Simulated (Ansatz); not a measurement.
Run report: C₂H₈N₂Si, geometry relaxation (part 1 of 2)

C₂H₈N₂Si, SMILES CNC(=N)[SiH3], computed with RKS PBE0-D4/def2-TZVP (Ansatz 0.2.0).

The geometry: PBE-D4/def2-SVP start. Figures and captions count atoms from 1; the log counts them from 0 in places.

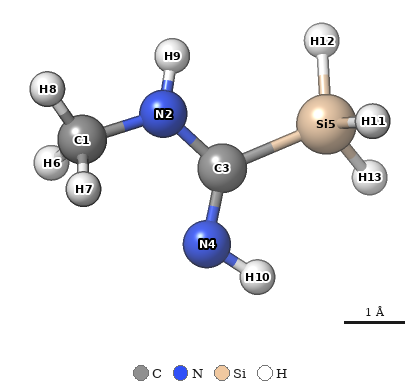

The structure as given in the input (ball-and-stick view, seen at a tilt; atoms are numbered from 1 in the order of the input). Bond lengths as drawn: C–H 1.11 Å, C–N 1.30 to 1.45 Å, C–Si 1.92 Å, H–N 1.02 to 1.03 Å and H–Si 1.50 to 1.51 Å.

The input:
```yaml
crystal:
  periodic: [false, false, false]
  atoms:
    - {symbol: C, position_ang: [-1.685854, 1.284521, 0.148185]}
    - {symbol: N, position_ang: [-0.834155, 0.131720, 0.364425]}
    - {symbol: C, position_ang: [0.405468, 0.043442, -0.229360]}
    - {symbol: N, position_ang: [0.787172, 0.958554, -1.067030]}
    - {symbol: Si, position_ang: [1.391104, -1.558538, 0.142942]}
    - {symbol: H, position_ang: [-1.291018, 2.206306, 0.633582]}
    - {symbol: H, position_ang: [-1.742724, 1.496910, -0.937570]}
    - {symbol: H, position_ang: [-2.700362, 1.075779, 0.537834]}
    - {symbol: H, position_ang: [-1.006747, -0.446049, 1.186279]}
    - {symbol: H, position_ang: [1.710655, 0.728632, -1.461020]}
    - {symbol: H, position_ang: [1.085347, -2.604978, -0.894186]}
    - {symbol: H, position_ang: [1.044573, -2.121009, 1.500607]}
    - {symbol: H, position_ang: [2.856842, -1.230089, 0.090113]}
basis:
  gaussian: {orbitals: def2-TZVP}
hamiltonian: {xc: pbe0, dispersion: d4}
relax: {f_tol: 0.005, max_steps: 150}
```

Run on 4 threads of Arm Neoverse V2, 23 GiB of memory available, shared host.

Run as:
```bash
ansatz run in.yaml --threads 4 --pin off --events-out ev --progress --plain --max-ram 10444MiB
```

The program's output:
```
Functional definition: PBE0
  name "PBE0"
  cite "Adamo & Barone, J. Chem. Phys. 110, 6158 (1999) doi:10.1063/1.478522"
  cite "Perdew, Burke & Ernzerhof, Phys. Rev. Lett. 77, 3865 (1996) doi:10.1103/PhysRevLett.77.3865"
  parent pbe
  parameter a = 0.25
  parameter kappa = 0.804
  parameter beta = 0.06672455060314922
  exchange = (1 - a)*pbe_x(kappa = kappa, mu = beta*pi^2/3) + a*exact_x
  correlation = pbe_c(beta = beta)
1290 factors; their error is unknown
mean field evaluation 1: about -13045.4081 eV, gradient 6.5e1 eV
mean field evaluation 2: about -13031.5086 eV, gradient 9.8e1 eV
mean field evaluation 4: about -13053.9340 eV, gradient 1.1e1 eV
mean field evaluation 8: about -13054.1589 eV, gradient 1.7e-1 eV
mean field evaluation 16: about -13054.1944 eV, gradient 4.4e-4 eV
mean field -13054.19437752 eV, -479.7327949230 hartree, gradient 2.3e-5 eV, S^2 0.000000; 0 other end points of the search recorded, 0 dependent functions left out
the calculation of the forces begins
reference -13054.19441265 eV, -479.7327962143 hartree; 24, 24 occupied and 185, 185 virtual orbitals, 1290 factors
relax step   1: F+E_penalty+E_count = -13054.41744608 eV  Δ(F+E_penalty+E_count) = +0.000e0 eV  max|allowed force component| = 8.868e-1 eV/Å  Δτ_max = 0.0000 Å  (30 SCF iters, accepted)
these checks for a lower state are left out or cut short: starts, cluster_reference, orbital_swaps, neighbouring_geometries, increment
1290 factors; their error is unknown
mean field -13054.24678533 eV, -479.7347208746 hartree, gradient 9.8e-6 eV, S^2 0.000000; 0 other end points of the search recorded, 0 dependent functions left out
[... from here on the field's lines of each further geometry are left out, up to the last ...]
relax step   2: F+E_penalty+E_count = -13054.47119216 eV  Δ(F+E_penalty+E_count) = -5.375e-2 eV  max|allowed force component| = 2.571e-1 eV/Å  Δτ_max = 0.0376 Å  (33 SCF iters, accepted)
relax step   3: F+E_penalty+E_count = -13054.47566599 eV  Δ(F+E_penalty+E_count) = -4.474e-3 eV  max|allowed force component| = 7.353e-2 eV/Å  Δτ_max = 0.0142 Å  (33 SCF iters, accepted)
relax step   4: F+E_penalty+E_count = -13054.47621433 eV  Δ(F+E_penalty+E_count) = -5.483e-4 eV  max|allowed force component| = 3.712e-2 eV/Å  Δτ_max = 0.0096 Å  (33 SCF iters, accepted)
relax step   5: F+E_penalty+E_count = -13054.47613178 eV  Δ(F+E_penalty+E_count) = +8.255e-5 eV  max|allowed force component| = 1.005e-1 eV/Å  Δτ_max = 0.0254 Å  (32 SCF iters, rejected (line search))
relax step   6: F+E_penalty+E_count = -13054.47662729 eV  Δ(F+E_penalty+E_count) = -4.130e-4 eV  max|allowed force component| = 2.248e-2 eV/Å  Δτ_max = 0.0123 Å  (33 SCF iters, accepted)
relax step   7: F+E_penalty+E_count = -13054.47719165 eV  Δ(F+E_penalty+E_count) = -5.644e-4 eV  max|allowed force component| = 1.022e-2 eV/Å  Δτ_max = 0.0367 Å  (33 SCF iters, accepted)
relax step   8: F+E_penalty+E_count = -13054.47728979 eV  Δ(F+E_penalty+E_count) = -9.814e-5 eV  max|allowed force component| = 3.097e-2 eV/Å  Δτ_max = 0.0460 Å  (33 SCF iters, accepted)
relax step   9: F+E_penalty+E_count = -13054.47741169 eV  Δ(F+E_penalty+E_count) = -1.219e-4 eV  max|allowed force component| = 1.529e-2 eV/Å  Δτ_max = 0.0088 Å  (34 SCF iters, accepted)
relax step  10: F+E_penalty+E_count = -13054.47746278 eV  Δ(F+E_penalty+E_count) = -5.108e-5 eV  max|allowed force component| = 8.963e-3 eV/Å  Δτ_max = 0.0042 Å  (35 SCF iters, accepted)
relax step  11: F+E_penalty+E_count = -13054.47746872 eV  Δ(F+E_penalty+E_count) = -5.941e-6 eV  max|allowed force component| = 5.263e-3 eV/Å  Δτ_max = 0.0032 Å  (35 SCF iters, accepted)
the calculation of the forces begins
reference -13054.25264043 eV, -479.7349360455 hartree; 24, 24 occupied and 185, 185 virtual orbitals, 1290 factors
relax step  12: F+E_penalty+E_count = -13054.47747144 eV  Δ(F+E_penalty+E_count) = -2.718e-6 eV  max|allowed force component| = 1.415e-3 eV/Å  Δτ_max = 0.0036 Å  (34 SCF iters, accepted)
```

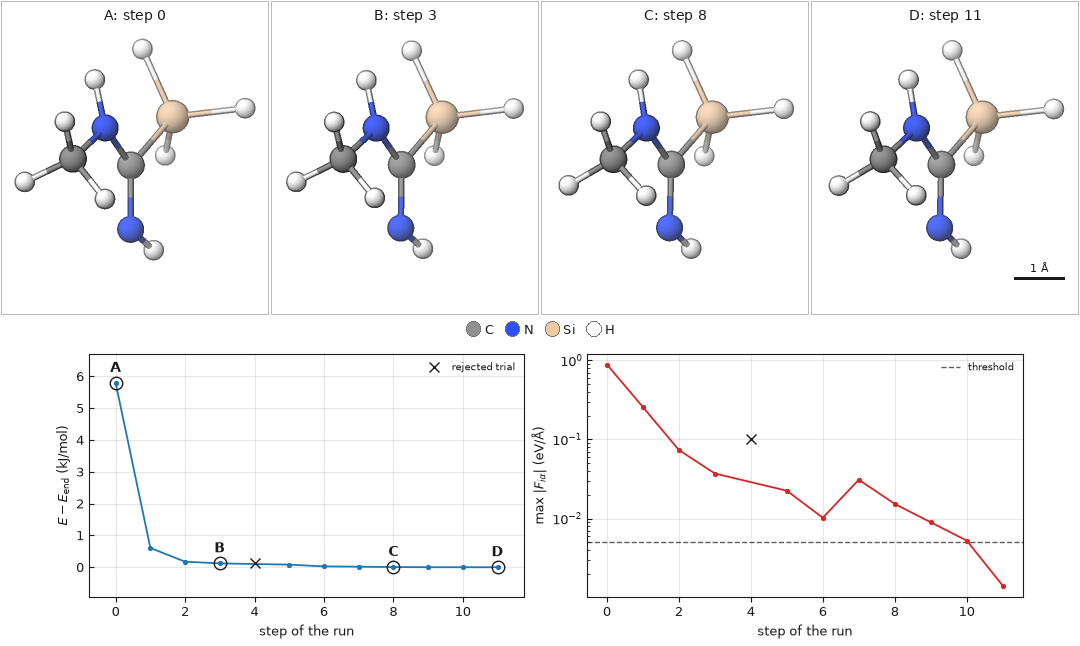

Frames of the relaxation (ball-and-stick view, seen at a tilt) above the curves, on which the letters mark them (the first geometry is step 0 here and step 1 in the log).

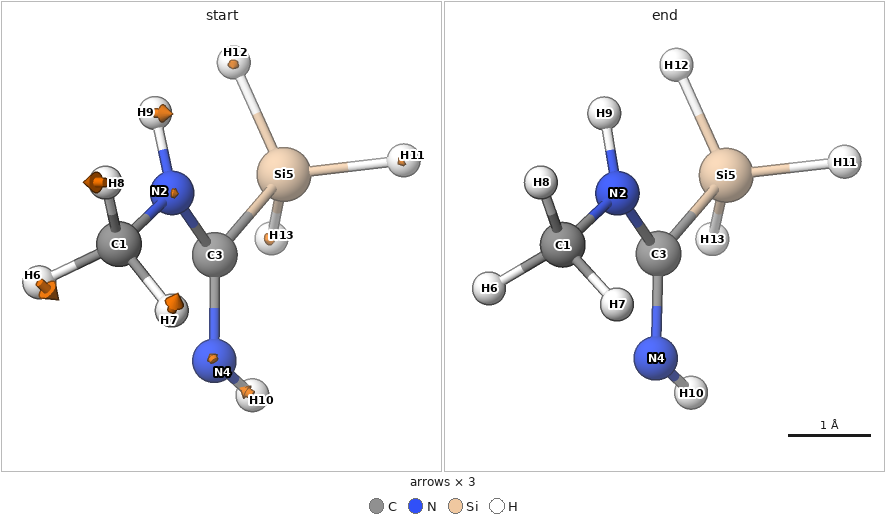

Before (left) and after (right) the relaxation, at one scale (ball-and-stick view, seen at a tilt). The orange arrows give the displacements, magnified 3 times. After 11 geometry steps the energy has fallen by 5.79 kJ/mol. The largest force component goes from 0.89 to 0.0014 eV/Å. The line search rejected the trial step at point 4 (counted from 0) and went back. The atom that moves furthest after the best rigid fit is H6 (0.13 Å). Largest moves by element: H 0.13 Å, N 0.04 Å, C 0.02 Å, Si 0.02 Å. Distances before and after: C3–Si5 1.917 → 1.897 Å, Si5–H12 1.510 → 1.490 Å, Si5–H11 1.505 → 1.485 Å, Si5–H13 1.503 → 1.484 Å. (Atoms are counted from 1 in the order of the input.)

```
1290 factors; their error is unknown
mean field -13054.25260555 eV, -479.7349347637 hartree, gradient 9.7e-6 eV, S^2 0.000000; 1 other end points of the search recorded, 0 dependent functions left out
the calculation of the forces begins
reference -13054.25264043 eV, -479.7349360455 hartree; 24, 24 occupied and 185, 185 virtual orbitals, 1290 factors
Total energy: -13054.47750632 eV, -479.7431997145 hartree
Atom 0 at    -1.668742     1.280299     0.140629 Å, force    -0.000432    -0.000071    -0.000353 eV/Å
Atom 1 at    -0.841021     0.116929     0.339208 Å, force    -0.000708     0.001170    -0.000426 eV/Å
Atom 2 at     0.392166     0.028710    -0.228691 Å, force    -0.001030     0.000309     0.001415 eV/Å
Atom 3 at     0.790772     0.947401    -1.029223 Å, force     0.000011     0.000699    -0.000739 eV/Å
Atom 4 at     1.386113    -1.543938     0.140931 Å, force     0.001031    -0.001083    -0.000005 eV/Å
Atom 5 at    -1.202446     2.185719     0.543006 Å, force     0.000061     0.000004     0.000084 eV/Å
Atom 6 at    -1.827566     1.443638    -0.926462 Å, force     0.000041     0.000152     0.000117 eV/Å
Atom 7 at    -2.630507     1.119657     0.627308 Å, force     0.000014     0.000065     0.000124 eV/Å
Atom 8 at    -1.045706    -0.483604     1.116426 Å, force     0.000653    -0.000806     0.000169 eV/Å
Atom 9 at     1.712961     0.739478    -1.398716 Å, force     0.000731    -0.000436    -0.000618 eV/Å
Atom 10 at     1.092031    -2.576713    -0.885447 Å, force     0.000240     0.000133    -0.000086 eV/Å
Atom 11 at     1.033755    -2.094006     1.480074 Å, force     0.000034    -0.000308     0.000158 eV/Å
Atom 12 at     2.828492    -1.198368     0.095757 Å, force    -0.000646     0.000173     0.000160 eV/Å
Dipole moment:    -0.162377    -0.281722     0.348092 e Å
```

Trajectory as extended XYZ (Å, eV, eV/Å), 12 frames, from step=1 to step=12:
```
13
Properties=species:S:1:pos:R:3:forces:R:3 step=1 energy=-13054.41745
C    -1.6859    1.2845    0.1482   -0.1043   0.3111  -0.0896
N    -0.8342    0.1317    0.3644    0.2976  -0.1149   0.1415
C     0.4055    0.0434   -0.2294   -0.1708   0.4217  -0.3143
N     0.7872    0.9586   -1.0670    0.1732  -0.8868   0.5141
Si    1.3911   -1.5585    0.1429    0.0889   0.0033  -0.0218
H    -1.2910    2.2063    0.6336   -0.1723  -0.5041  -0.2140
H    -1.7427    1.4969   -0.9376    0.0113  -0.1544   0.5475
H    -2.7004    1.0758    0.5378    0.5138   0.0605  -0.1866
H    -1.0067   -0.4460    1.1863    0.1282   0.3982  -0.5553
H     1.7107    0.7286   -1.4610   -0.5293   0.1061   0.2479
H     1.0853   -2.6050   -0.8942    0.0420   0.2568   0.2261
H     1.0446   -2.1210    1.5006    0.0482   0.1634  -0.3070
H     2.8568   -1.2301    0.0901   -0.3266  -0.0608   0.0117
13
Properties=species:S:1:pos:R:3:forces:R:3 step=2 energy=-13054.47119
C    -1.6733    1.2797    0.1468   -0.0292   0.0945  -0.0233
N    -0.8341    0.1237    0.3534    0.1248  -0.0551   0.0207
C     0.3961    0.0320   -0.2354   -0.0887   0.1130   0.0374
N     0.7818    0.9445   -1.0538    0.1341  -0.2571   0.0616
Si    1.3903   -1.5478    0.1411   -0.0534   0.0507  -0.0278
H    -1.2692    2.1834    0.6290   -0.0498  -0.1529  -0.0754
H    -1.7410    1.4870   -0.9266   -0.0038  -0.0337   0.1642
H    -2.6732    1.0750    0.5422    0.1412   0.0210  -0.0518
H    -1.0049   -0.4464    1.1664    0.0161   0.0917  -0.1454
H     1.6979    0.7165   -1.4395   -0.1642   0.0761   0.0498
H     1.0777   -2.5794   -0.8868    0.0306   0.0404   0.0622
H     1.0322   -2.0879    1.4877    0.0269   0.0261  -0.0740
H     2.8402   -1.2151    0.0903   -0.0846  -0.0147   0.0019
```
